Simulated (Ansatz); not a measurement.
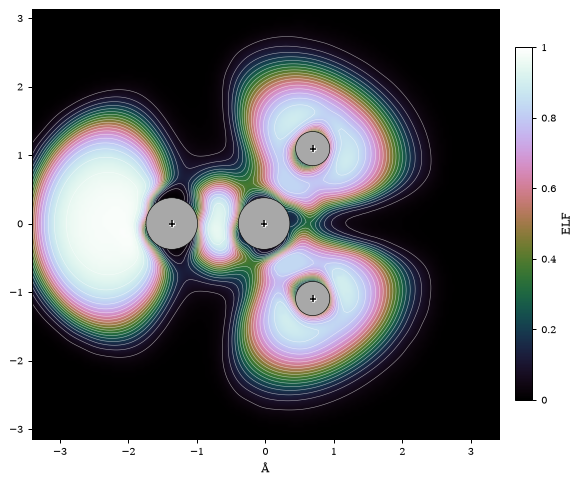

The electron localisation function on a plane through atoms (crosses mark nuclei in the plane; grey discs cover the cores).

Level of theory: isolated molecule in a Gaussian basis; Kohn-Sham density functional theory, functional PBE0 in Ansatz.

Candidates:
A. C2F2 (SMILES [C]=C(F)F)
B. P2 (SMILES P#P)
C. BrH3Si

Question: Which candidate gave the map?

Answer: Candidate A: C2F2 on the molecular plane, which holds C and F. C–F (1.30 Å): the ELF peaks at about 0.85 between the atoms: a shared but strongly polarised pair. C–C (1.35 Å): the ELF peaks at about 0.95 between the atoms, as expected for a covalent bond.
